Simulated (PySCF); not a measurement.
Vertical excitations of a molecule C4H6ClF from TDDFT-PBE0/def2-SVPD in PySCF, as energy in eV (oscillator strength): 7.15 (0.000), 7.64 (0.007), 8.21 (0.061), 8.51 (0.025), 8.58 (0.005), 8.61 (0.082), 8.76 (0.043), 8.85 (0.001), 8.99 (0.010), 9.10 (0.061). Lowest triplet (TDA): 6.46 eV. The structure is a stationary point at PBE0-D3(BJ)/def2-SVP. The values are those of a single conformer.

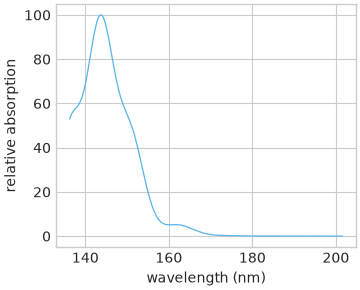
Fig. 1. The lines broadened by 0.4 eV.

**Question.** Which structure fits?
A. FC1(Cl)CCC1
B. C[C@@]1(Cl)C[C@@H]1F
C. C=CC[C@H](F)Cl
D. CC(C)=C(F)Cl

**Answer.** A, FC1(Cl)CCC1
